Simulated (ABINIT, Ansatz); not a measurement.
# Li3OCl (Pm-3m): one start, several treatments of the self-energy

Aim: compare treatments of exchange, screening and correlation for the gap of Li3OCl (Pm-3m).

Method: PBEsol and many-body steps on it, plane waves, in ABINIT 10.8.3.

## (1) The structure

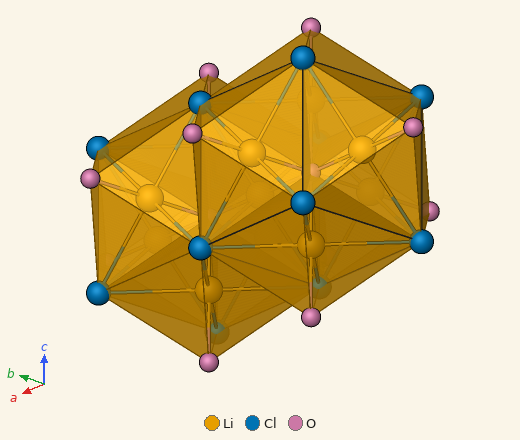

The starting structure, seen from a free direction (lithium orange, chlorine blue, oxygen pink). 2×1×1 cells are drawn. Some periodic images of atoms are drawn too.

Structure file:

```cif
data_structure
_symmetry_space_group_name_H-M 'Pm-3m'
_symmetry_Int_Tables_number 221
_cell_length_a 3.9083
_cell_length_b 3.9083
_cell_length_c 3.9083
_cell_angle_alpha 90.000
_cell_angle_beta 90.000
_cell_angle_gamma 90.000
_cell_volume 59.70
loop_
_atom_site_label
_atom_site_type_symbol
_atom_site_symmetry_multiplicity
_atom_site_Wyckoff_symbol
_atom_site_fract_x
_atom_site_fract_y
_atom_site_fract_z
_atom_site_occupancy
Li1 Li 3 c 0.00000 0.50000 0.50000 1
Cl1 Cl 1 a 0.00000 0.00000 0.00000 1
O1 O 1 b 0.50000 0.50000 0.50000 1
```

The cell and positions are those that the Materials Project relaxed with its own functionals (PBE, PBE+U or r2SCAN), kept fixed.

## (2) Empty states on the mesh, 4×4×4 mesh, 154 bands

This step: ABINIT 10.8.3; DFT, PBEsol, plane waves, norm-conserving pseudopotentials.

The sums over transitions need many empty states on a uniform mesh; this step solves for them.

The input, run.abi:

```
acell 3*1.0 Angstrom
rprim 
  3.908337000000 0.000000000000 0.000000000000
  0.000000000000 3.908337000000 0.000000000000
  0.000000000000 0.000000000000 3.908337000000
ntypat 3
znucl 3 17 8
natom 5
typat 1 1 1 2 3
xred 
  0.000000000000 0.500000000000 0.500000000000
  0.500000000000 0.000000000000 0.500000000000
  0.500000000000 0.500000000000 0.000000000000
  0.000000000000 0.000000000000 0.000000000000
  0.500000000000 0.500000000000 0.500000000000
pp_dirpath "pseudos"
pseudos "Li.upf, Cl.upf, O.upf"
ecut 36
ngkpt 4 4 4
nshiftk 1
shiftk 0 0 0
kptopt 1
chksymbreak 0
irdden 1
istwfk *1
nband 154
prtvol 0
optdriver 6
gwr_task "HDIAGO"
paral_kgb 0
occopt 1
indata_prefix "in"
outdata_prefix "out"
tmpdata_prefix "tmp"
```

Started as:

```
$ OMP_NUM_THREADS=1 mpirun -n 4 abinit run.abi > log
```

The program printed:

```text
.Version 10.8.3 of ABINIT. v10.8.2 released Aug 2026.

 Symmetries : space group Pm -3 m (#221); Bravais cP (primitive cubic)
[... echo of the input left out ...]
== DATASET  1 ==================================================================
-   mpi_nproc: 4, omp_nthreads: 1 (-1 if OMP is not activated)

--- !DatasetInfo
iteration_state: {dtset: 1, }
dimensions: {natom: 5, nkpt: 10, mband: 154, nsppol: 1, nspinor: 1, nspden: 1, mpw: 4224, }
cutoff_energies: {ecut:  36.0, pawecutdg:  -1.0, }
[...]
Indirect band gap semiconductor
 Fundamental gap:     4.610 (eV)
   VBM:     1.281 (eV) at k: [ 5.0000E-01,  5.0000E-01,  0.0000E+00]
   CBM:     5.892 (eV) at k: [ 0.0000E+00,  0.0000E+00,  0.0000E+00]
 Direct gap:         4.712 (eV) at k: [ 5.0000E-01,  5.0000E-01,  0.0000E+00]

== END DATASET(S) ==============================================================
================================================================================

 -outvars: echo values of variables after computation  --------
           etotal      0.0000000000E+00
            nband         154
             nkpt          10
          spgroup         221
 [... the other variables as echoed above ...]

 Calculation completed.
```

The job ended after 3 min (4 MPI ranks of Intel Xeon Platinum 8259CL at 2.50GHz (Skylake/Cascade Lake), shared host; peak memory 4 GiB).

Numbers from this step:

| Quantity | Value |
| --- | --- |
| gap | 4.610 eV |
| k of the valence top | 0.5, 0.5, 0 |
| k of the conduction bottom | 0, 0, 0 |
| least direct gap | 4.712 eV |
| k points computed | 10 |
| lowest point of the top converged band, above the valence top | 90.9367 eV |

On this mesh the gap is 4.610 eV.

The density comes from a self-consistent run that is not shown.

## (3) Screening, 4×4×4 mesh, 66 bands, screening to 114.3 eV

The RPA dielectric matrix is built and inverted for each q.

This step: RPA screening on PBEsol, plane waves, norm-conserving pseudopotentials.

run.abi, as its differences from that of step 2:

```diff
@@ -23,10 +23,11 @@
 chksymbreak 0
-irdden 1
 istwfk *1
-nband 154
-prtvol 0
-optdriver 6
-gwr_task "HDIAGO"
-paral_kgb 0
 occopt 1
+irdwfk 1
+optdriver 3
+nband 66
+ecuteps 4.2
+inclvkb 2
+awtr 1
+symchi 1
 indata_prefix "in"
```

The program printed:

```text
.Version 10.8.3 of ABINIT. v10.8.2 released Aug 2026.

 Symmetries : space group Pm -3 m (#221); Bravais cP (primitive cubic)
[... echo of the input left out ...]
== DATASET  1 ==================================================================
-   mpi_nproc: 4, omp_nthreads: 1 (-1 if OMP is not activated)

--- !DatasetInfo
iteration_state: {dtset: 1, }
dimensions: {natom: 5, nkpt: 10, mband: 66, nsppol: 1, nspinor: 1, nspden: 1, mpw: 4224, }
cutoff_energies: {ecut:  36.0, pawecutdg:  -1.0, }
electrons: {nelect:   2.20000000E+01, charge:   0.00000000E+00, occopt:   1.00000000E+00, tsmear:   1.00000000E-02, }

 SCREENING: Calculation of the susceptibility and dielectric matrices

 Based on a program developped by R.W. Godby, V. Olevano, G. Onida, and L. Reining.
 Incorporated in ABINIT by V. Olevano, G.-M. Rignanese, and M. Torrent.
.Using double precision arithmetic ; gwpc =  8

[... cell and pseudopotentials left out ...]
--------------------------------------------------------------------------------

 ==== K-mesh for the wavefunctions ====
 Number of points in the irreducible wedge :    10
[... list of points left out ...]
 Together with 48 symmetry operations and time-reversal symmetry
 yields    64 points in the full Brillouin Zone.

 ==== Q-mesh for the screening function ====
 Number of points in the irreducible wedge :    10
[... list of points left out ...]
 Together with 48 symmetry operations and time-reversal symmetry
 yields    64 points in the full Brillouin Zone.

 setmesh: FFT mesh size selected  =    27x   27x   27
          total number of points  =        19683

 vcoul_init : cutoff-mode = AUXILIARY_FUNCTION
 q-points for optical limit:   1
     1)      0.000010    0.000020    0.000030

- screening: taking advantage of time-reversal symmetry
- Maximum band index for partially occupied states nbvw = 11
- Remaining bands to be divided among processors   nbcw = 55
- Number of bands treated by each node ~13

 Number of electrons calculated from density =   22.0000; Expected =   22.0000
 average of density, n =  0.054607
 r_s =    1.6351
 omega_plasma =   22.5414 [eV]

 calculating chi0 at frequencies [eV] :
  1    0.000000E+00    0.000000E+00
  2    0.000000E+00    2.254139E+01

--------------------------------------------------------------------------------
  q-point number  1        q = ( 0.000000, 0.000000, 0.000000) [r.l.u.]
--------------------------------------------------------------------------------
[... chi0 elements left out ...]
 For q-point:  0.000010 0.000020 0.000030
  dielectric constant =   3.0142
  dielectric constant without local fields =   3.3988

  Average fulfillment of the sum rule on Im[epsilon] for q-point    1 :     53.18  [%]
[... wings left out ...]
  q-point number  2        q = ( 0.250000, 0.000000, 0.000000) [r.l.u.]
--------------------------------------------------------------------------------
[... chi0 elements left out ...]
  Average fulfillment of the sum rule on Im[epsilon] for q-point    2 :     66.41  [%]

 [... 8 further q-points ...]
```

Elapsed: 33 s, on 4 MPI ranks; peak memory 0.84 GiB.

This step gave:

```
ε∞ with local fields, on this mesh, along the program's q direction : 3.014
the same without local fields                                       : 3.399
plasma frequency                                                    : 22.54 eV
plane waves in the screening matrix                                 : 171
```

Local fields lower ε∞ by 11 %. On a Γ-centred mesh this coarse the value itself is usually too large, while a short band sum pulls it down.

## (4) G0W0, Godby-Needs plasmon pole

The self-energy is evaluated for the states that the input lists, and the levels follow from it, in one-shot runs by the linearised quasiparticle equation.

This step: G0W0 on PBEsol, plane waves, norm-conserving pseudopotentials.

run.abi, as its differences from that of step 3:

```diff
@@ -26,8 +26,17 @@
 irdwfk 1
-optdriver 3
+optdriver 4
 nband 66
+gwcalctyp 0
+ecutsigx 36
+symsigma 1
+nkptgw 2
+kptgw 
+  0.5000000000 0.5000000000 0.0000000000
+  0.0000000000 0.0000000000 0.0000000000
+bdgw 
+  10 13
+  9 14
 ecuteps 4.2
-inclvkb 2
-awtr 1
-symchi 1
+irdscr 1
+ppmodel 1
 indata_prefix "in"
```

The program printed:

```text
.Version 10.8.3 of ABINIT. v10.8.2 released Aug 2026.

 Symmetries : space group Pm -3 m (#221); Bravais cP (primitive cubic)
[... echo of the input left out ...]
== DATASET  1 ==================================================================
-   mpi_nproc: 4, omp_nthreads: 1 (-1 if OMP is not activated)

--- !DatasetInfo
iteration_state: {dtset: 1, }
dimensions: {natom: 5, nkpt: 10, mband: 66, nsppol: 1, nspinor: 1, nspden: 1, mpw: 4224, }
cutoff_energies: {ecut:  36.0, pawecutdg:  -1.0, }
electrons: {nelect:   2.20000000E+01, charge:   0.00000000E+00, occopt:   1.00000000E+00, tsmear:   1.00000000E-02, }

 SIGMA: Calculation of the GW corrections

 Based on a program developped by R.W. Godby, V. Olevano, G. Onida, and L. Reining.
 Incorporated in ABINIT by V. Olevano, G.-M. Rignanese, and M. Torrent.
.Using double precision arithmetic ; gwpc =  8

[... cell and pseudopotentials left out ...]
--------------------------------------------------------------------------------

 ==== K-mesh for the wavefunctions ====
 Number of points in the irreducible wedge :    10
[... list of points left out ...]
 Together with 48 symmetry operations and time-reversal symmetry
 yields    64 points in the full Brillouin Zone.

 ==== Q-mesh for screening function ====
 Number of points in the irreducible wedge :    10
[... list of points left out ...]
 Together with 48 symmetry operations and time-reversal symmetry
 yields    64 points in the full Brillouin Zone.

 vcoul_init : cutoff-mode = AUXILIARY_FUNCTION
 q-points for optical limit:   1
     1)      0.000010    0.000020    0.000030
 setmesh: FFT mesh size selected  =    40x   40x   40
          total number of points  =        64000

 Number of electrons calculated from density =   22.0000; Expected =   22.0000
 average of density, n =  0.054607
 r_s =    1.6351
 omega_plasma =   22.5414 [eV]

 === KS Band Gaps ===
  >>>> For spin  1
   Minimum direct gap =   4.7122 [eV], located at k-point      :   0.5000  0.5000  0.0000
   Fundamental gap    =   4.6105 [eV], Top of valence bands at :   0.5000  0.5000  0.0000
                                       Bottom of conduction at :   0.0000  0.0000  0.0000
 SIGMA fundamental parameters:
 PLASMON POLE MODEL  1
 number of plane-waves for SigmaX                 4139
 number of plane-waves for SigmaC and W            171
 number of plane-waves for wavefunctions          4139
 number of bands                                    66
 number of independent spin polarizations            1
 number of spinorial components                      1
 number of k-points in IBZ                          10
 number of q-points in IBZ                          10
 number of symmetry operations                      48
 number of k-points in BZ                           64
 number of q-points in BZ                           64
 number of frequencies for dSigma/dE                 9
 frequency step for dSigma/dE [eV]                0.25
 number of omega for Sigma on real axis              0
 max omega for Sigma on real axis  [eV]           0.00
 zcut for avoiding poles [eV]                     0.10

 EPSILON^-1 parameters (SCR file):
 dimension of the eps^-1 matrix on file            171
 dimension of the eps^-1 matrix used               171
 number of plane-waves for wavefunctions          4139
 number of bands                                    66
 number of q-points in IBZ                          10
 number of frequencies                               2
 number of real frequencies                          1
 number of imag frequencies                          1

 matrix elements of self-energy operator (all in [eV])

 Perturbative Calculation

--- !SelfEnergy_ee
iteration_state: {dtset: 1, }
kpoint     : [   0.500,    0.500,    0.000, ]
spin       : 1
KS_gap     :    4.712
QP_gap     :    6.854
Delta_QP_KS:    2.142
data: !SigmaeeData |
     Band     E0 <VxcDFT>   SigX SigC(E0)      Z dSigC/dE  Sig(E)    E-E0       E
       10   1.281 -18.122 -23.553   4.088   0.779  -0.283 -19.168  -1.047   0.235
       11   1.281 -18.122 -23.553   4.088   0.779  -0.283 -19.168  -1.047   0.235
       12   5.994  -8.285  -3.738  -3.258   0.850  -0.177  -7.189   1.095   7.089
       13   7.931  -9.949  -5.125  -3.274   0.843  -0.186  -8.642   1.308   9.238

--- !SelfEnergy_ee
iteration_state: {dtset: 1, }
kpoint     : [   0.000,    0.000,    0.000, ]
spin       : 1
KS_gap     :    5.114
QP_gap     :    7.289
Delta_QP_KS:    2.175
data: !SigmaeeData |
     Band     E0 <VxcDFT>   SigX SigC(E0)      Z dSigC/dE  Sig(E)    E-E0       E
        9   0.778 -17.306 -22.721   3.975   0.780  -0.282 -18.429  -1.124  -0.346
       10   0.778 -17.306 -22.721   3.975   0.780  -0.282 -18.429  -1.124  -0.346
       11   0.778 -17.306 -22.721   3.975   0.780  -0.282 -18.429  -1.124  -0.346
       12   5.892  -9.939  -5.408  -3.281   0.841  -0.189  -8.887   1.052   6.944
       13   8.154  -8.619  -3.889  -3.330   0.847  -0.181  -7.433   1.187   9.340
       14   8.154  -8.619  -3.889  -3.330   0.847  -0.181  -7.433   1.187   9.340

== END DATASET(S) ==============================================================
================================================================================

 -outvars: echo values of variables after computation  --------
           etotal      0.0000000000E+00
            nband          66
             nkpt          10
          spgroup         221
 [... the other variables as echoed above ...]

 Calculation completed.
```

It took 15 s on 4 MPI ranks; peak memory 0.74 GiB.

This step gave:

```
G0W0 gap on the points computed              : 6.709 eV
starting gap on the mesh                     : 4.610 eV
k of the valence top                         : 0.5, 0.5, 0
k of the conduction bottom                   : 0, 0, 0
Z at the valence top                         : 0.779
Z at the conduction bottom                   : 0.841
least direct G0W0 gap on the computed points : 6.854 eV
```

The gap on the mesh goes from 4.61 eV to 6.71 eV, a correction of +2.10 eV.

## (5) G0W0, Hybertsen-Louie plasmon pole

run.abi, as its differences from that of step 4:

```diff
@@ -40,3 +40,3 @@
 irdscr 1
-ppmodel 1
+ppmodel 2
 indata_prefix "in"
```

The program printed:

```text
.Version 10.8.3 of ABINIT. v10.8.2 released Aug 2026.

 Symmetries : space group Pm -3 m (#221); Bravais cP (primitive cubic)
[... echo of the input left out ...]
== DATASET  1 ==================================================================
-   mpi_nproc: 4, omp_nthreads: 1 (-1 if OMP is not activated)

--- !DatasetInfo
iteration_state: {dtset: 1, }
dimensions: {natom: 5, nkpt: 10, mband: 66, nsppol: 1, nspinor: 1, nspden: 1, mpw: 4224, }
cutoff_energies: {ecut:  36.0, pawecutdg:  -1.0, }
electrons: {nelect:   2.20000000E+01, charge:   0.00000000E+00, occopt:   1.00000000E+00, tsmear:   1.00000000E-02, }

 SIGMA: Calculation of the GW corrections

 Based on a program developped by R.W. Godby, V. Olevano, G. Onida, and L. Reining.
 Incorporated in ABINIT by V. Olevano, G.-M. Rignanese, and M. Torrent.
.Using double precision arithmetic ; gwpc =  8

[... cell and pseudopotentials left out ...]
--------------------------------------------------------------------------------

 ==== K-mesh for the wavefunctions ====
 Number of points in the irreducible wedge :    10
[... list of points left out ...]
 Together with 48 symmetry operations and time-reversal symmetry
 yields    64 points in the full Brillouin Zone.

 ==== Q-mesh for screening function ====
 Number of points in the irreducible wedge :    10
[... list of points left out ...]
 Together with 48 symmetry operations and time-reversal symmetry
 yields    64 points in the full Brillouin Zone.

 vcoul_init : cutoff-mode = AUXILIARY_FUNCTION
 q-points for optical limit:   1
     1)      0.000010    0.000020    0.000030
 setmesh: FFT mesh size selected  =    40x   40x   40
          total number of points  =        64000

 Number of electrons calculated from density =   22.0000; Expected =   22.0000
[...]
number of omega for Sigma on real axis              0
 max omega for Sigma on real axis  [eV]           0.00
 zcut for avoiding poles [eV]                     0.10

 EPSILON^-1 parameters (SCR file):
 dimension of the eps^-1 matrix on file            171
 dimension of the eps^-1 matrix used               171
 number of plane-waves for wavefunctions          4139
 number of bands                                    66
 number of q-points in IBZ                          10
 number of frequencies                               2
 number of real frequencies                          1
 number of imag frequencies                          1

 matrix elements of self-energy operator (all in [eV])

 Perturbative Calculation

--- !SelfEnergy_ee
iteration_state: {dtset: 1, }
kpoint     : [   0.500,    0.500,    0.000, ]
spin       : 1
KS_gap     :    4.712
QP_gap     :    6.957
Delta_QP_KS:    2.244
data: !SigmaeeData |
     Band     E0 <VxcDFT>   SigX SigC(E0)      Z dSigC/dE  Sig(E)    E-E0       E
       10   1.281 -18.122 -23.553   3.917   0.837  -0.195 -19.389  -1.268   0.014
       11   1.281 -18.122 -23.553   3.917   0.837  -0.195 -19.389  -1.268   0.014
       12   5.994  -8.285  -3.738  -3.446   0.888  -0.127  -7.308   0.977   6.970
[...]
--- !SelfEnergy_ee
iteration_state: {dtset: 1, }
kpoint     : [   0.000,    0.000,    0.000, ]
spin       : 1
KS_gap     :    5.114
QP_gap     :    7.425
Delta_QP_KS:    2.312
data: !SigmaeeData |
     Band     E0 <VxcDFT>   SigX SigC(E0)      Z dSigC/dE  Sig(E)    E-E0       E
[...]
13   8.154  -8.619  -3.889  -3.452   0.887  -0.127  -7.485   1.134   9.288
       14   8.154  -8.619  -3.889  -3.452   0.887  -0.127  -7.485   1.134   9.288

== END DATASET(S) ==============================================================
================================================================================

 -outvars: echo values of variables after computation  --------
           etotal      0.0000000000E+00
            nband          66
             nkpt          10
          spgroup         221
 [... the other variables as echoed above ...]

 Calculation completed.
```

The job ended after 14 s (4 MPI ranks; peak memory 0.74 GiB).

This step gave:

| Property | Result |
| --- | --- |
| G0W0 gap on the points computed | 6.807 eV |
| starting gap on the mesh | 4.610 eV |
| k of the valence top | 0.5, 0.5, 0 |
| k of the conduction bottom | 0, 0, 0 |
| Z at the valence top | 0.837 |
| Z at the conduction bottom | 0.882 |
| least direct G0W0 gap on the computed points | 6.956 eV |

Against G0W0 in ABINIT (4×4×4 mesh, 66 bands, screening to 114.3 eV, Godby-Needs plasmon pole), the gap moves by +0.098 eV.

## (6) G0W0, von der Linden-Horsch plasmon pole

run.abi, as its differences from that of step 5:

```diff
@@ -40,3 +40,3 @@
 irdscr 1
-ppmodel 2
+ppmodel 3
 indata_prefix "in"
```

The program printed:

```text
.Version 10.8.3 of ABINIT. v10.8.2 released Aug 2026.

 Symmetries : space group Pm -3 m (#221); Bravais cP (primitive cubic)
[... echo of the input left out ...]
== DATASET  1 ==================================================================
-   mpi_nproc: 4, omp_nthreads: 1 (-1 if OMP is not activated)

--- !DatasetInfo
iteration_state: {dtset: 1, }
dimensions: {natom: 5, nkpt: 10, mband: 66, nsppol: 1, nspinor: 1, nspden: 1, mpw: 4224, }
cutoff_energies: {ecut:  36.0, pawecutdg:  -1.0, }
[...]
Band     E0 <VxcDFT>   SigX SigC(E0)      Z dSigC/dE  Sig(E)    E-E0       E
[...]
13   8.154  -8.619  -3.889  -3.602   0.899  -0.112  -7.605   1.015   9.168
       14   8.154  -8.619  -3.889  -3.602   0.899  -0.112  -7.605   1.015   9.168

== END DATASET(S) ==============================================================
================================================================================

 -outvars: echo values of variables after computation  --------
           etotal      0.0000000000E+00
            nband          66
             nkpt          10
          spgroup         221
 [... the other variables as echoed above ...]

 Calculation completed.
```

It took 13 s on 4 MPI ranks; peak memory 0.72 GiB.

Numbers from this step:

```yaml
g0w0_gap_on_the_points_computed: 6.8 eV
starting_gap_on_the_mesh: 4.610 eV
k_of_the_valence_top: 0.5, 0.5, 0
k_of_the_conduction_bottom: 0, 0, 0
least_direct_g0w0_gap_on_the_computed_points: 6.883 eV
```

Against G0W0 in ABINIT (4×4×4 mesh, 66 bands, screening to 114.3 eV, Godby-Needs plasmon pole), the gap moves by +0.091 eV.

[end of part 1 of 2]

[Paths, hosts, dates, memory and timing lines, banners, echoed tables and standing remarks are left out of the program output.]

[Logs are printed without paths, hosts, clocks, repeated set-up lines and the standing remarks that a program may print on its own settings, such as how far it seeks lower states.]

[Runs of the session that timed out or met a known fault of the program may be left out.]

[Hosts, paths, dates, database ids (printed as entryN), source tags and the programs' standing remarks are cut or masked in the printed files.]

[G0W0 gaps are taken among the corrected bands and points alone; a level outside them can change the order at an edge.]

[Where Ansatz stands beside ABINIT at settings called matched, ABINIT's density can come from a denser mesh and the files from another edition; pairs whose starting gaps differed by over 0.03 eV were left out, so agreement reads better than it is.]
